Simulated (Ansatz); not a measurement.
# AlClFH: the cost of one run

Method: RKS B3LYP-D4/def2-TZVP, in Ansatz 0.2.0.

### Step 1. The system as given

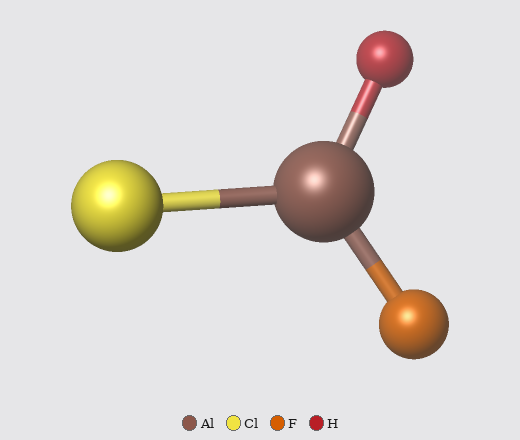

Start, viewed from a chosen angle; aluminium brown, chlorine yellow, fluorine orange, hydrogen red.

Coordinates:

```xyz
4

Al    0.0000    0.0000    0.0000
Cl    0.0000    0.0000    2.2300
F     1.4635    0.0000   -0.8450
H    -1.3510    0.0000   -0.7800
```

### Step 2. Relaxing the start

The input, input.yaml:

```yaml
crystal:
  periodic: [false, false, false]
  atoms:
    - { symbol: Al, position_ang: [0.0, 0.0, 0.0] }
    - { symbol: Cl, position_ang: [0.0, 0.0, 2.23] }
    - { symbol: F, position_ang: [1.4635, 0.0, -0.845] }
    - { symbol: H, position_ang: [-1.351, 0.0, -0.78] }
basis:
  gaussian: { orbitals: def2-TZVP }
hamiltonian:
  xc: b3lyp
  dispersion: d4
relax:
  f_tol: 0.02
  max_steps: 40
```

Command:

```sh
> ansatz run input.yaml --threads 2 --pin off --max-ram 3072MiB --backend cpu --events-out ev --progress --plain --runs-dir out
```

**Question.** How long does this run take on 2 threads of Arm Neoverse V1, shared host, and how much memory does it need?

About 8.4 s, with a peak of 0.17 GiB.
